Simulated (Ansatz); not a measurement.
Convergence study of the plane-wave cutoff for Mo (Im-3m, 1 atom in the cell)

```
CELL_PARAMETERS angstrom
     -1.56713     1.56713     1.56713
      1.56713    -1.56713     1.56713
      1.56713     1.56713    -1.56713
ATOMIC_POSITIONS crystal
  Mo 0.00000 0.00000 0.00000
```

Level of theory: LDA (PW92), PAW files made with PBE (plane waves; Ansatz, a first-principles code).

Base settings: basis.ecutwfc = 30.9 Ry; kpoints.mp_grid.grid = 15 15 15; hamiltonian.xc = lda; hamiltonian.pseudopotentials = {kind: paw} (the program's default PAW files); scf.occupations.method = fermi_dirac; scf.occupations.width = 0.0073 Ry.

The second cell is the first with its lattice scaled by 0.98.

The mesh stays at the base's, so the ladder's end is converged at best in this setting alone.

The first pressure column holds Ansatz's estimate of the finite-basis (Pulay) stress, which hides part of the cutoff error; the other is without it.

Only quantities that move along the ladder and can be compared are tabulated.

The count of work is k-points × plane waves × bands × iterations; it is no time. 

The starting cell has typed, rounded lattice constants, without a prior relaxation at this level. Its lattice was rescaled by up to half a per cent. Spin polarisation is off. In the base run, with a pressure of about -6 GPa the cell is away from its equilibrium volume at this level.

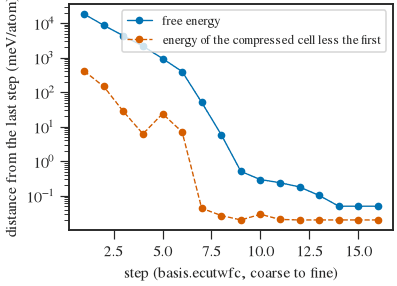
Figure: Distance from the last step along the ladder; very small values are drawn at a floor.

```tsv
basis.ecutwfc	free energy less the last step's (meV/atom)	energy of the compressed cell less the first (meV/atom)	pressure (GPa)	pressure without the Pulay estimate (GPa)	count of work / last
10.7 Ry	18216.83	-392.15	-74.17	-618.03	0.052
12.5 Ry	8672.41	-130.04	-25.28	-357.18	0.087
14 Ry	4311.09	44.21	-7.68	-208.64	0.082
15.4 Ry	2157.55	22.71	-2.53	-121.86	0.082
16.9 Ry	946.01	40.29	-1.60	-65.10	0.13
18.4 Ry	396.24	23.60	-5.15	-34.77	0.13
21.7 Ry	50.71	16.55	-5.82	-11.01	0.17
24.6 Ry	5.87	16.53	-5.86	-6.66	0.19
27.9 Ry	0.51	16.52	-5.84	-5.88	0.23
30.9 Ry	0.29	16.53	-5.83	-5.84	0.30
33.8 Ry	0.24	16.52	-5.84	-5.84	0.35
37.1 Ry	0.18	16.52	-5.84	-5.84	0.36
41.5 Ry	0.10	16.51	-5.84	-5.84	0.43
46.3 Ry	0.04	16.51	-5.84	-5.84	0.52
54 Ry	0.02	16.50	-5.84	-5.84	0.64
61.7 Ry	0.01	16.50	-5.84	-5.84	0.84
74.2 Ry	0.00	16.50	-5.84	-5.84	1.0
```

Coarsest basis.ecutwfc that holds the pressure within 0.1 GPa of the last step, with all finer ones: 21.7 Ry, at 0.17 of the last step's count of work; the step before is off by 0.69 GPa.

Coarsest basis.ecutwfc that holds the pressure without the Pulay estimate within 0.1 GPa of the last step, with all finer ones: 27.9 Ry, at 0.23 of the last step's count of work; the step before is off by 0.82 GPa.

Coarsest basis.ecutwfc that holds the free energy within 5 meV/atom of the last step, with all finer ones: 27.9 Ry, at 0.23 of the last step's count of work; the step before is off by 5.9 meV/atom.

The energy difference between the two cells stays within 1 meV/atom of the last step's from 21.7 Ry on, the total only from 27.9 Ry on: much of the error is common to both cells and cancels.

At the lowest cutoff the pressure without the Pulay estimate lies 612 GPa under the last step's, the usual sign of Pulay stress in an incomplete plane-wave basis.

Keys are those of Ansatz 0.2.
